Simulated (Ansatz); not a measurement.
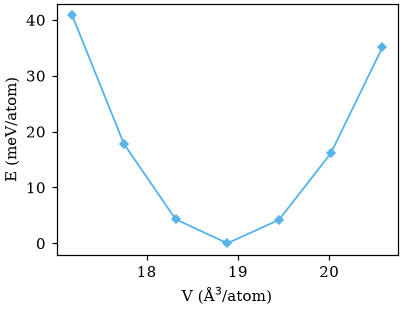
Figure: Si3P4 in space group I-43d (No. 220; Si on 12a, P on 16c) under volume change, r²SCAN (plane waves, PAW; program Ansatz), shape and atoms relaxed at each volume.

Problem. What does a third-order Birch–Murnaghan fit give for V₀, B₀ and B′?

Solution. V₀ = 18.88 Å³/atom, B₀ = 78.9 GPa, B′ = 1.5.

A made-up cell: these elements were put on the sites of a structure type; neither database checked (COD, Materials Project) lists it. Whether it is the stable phase at ambient conditions was not checked. The cell was relaxed with r²SCAN under the symmetry of its start; its stability against distortions is not shown here.

Potentials: the earlier of the program's two PAW sets.
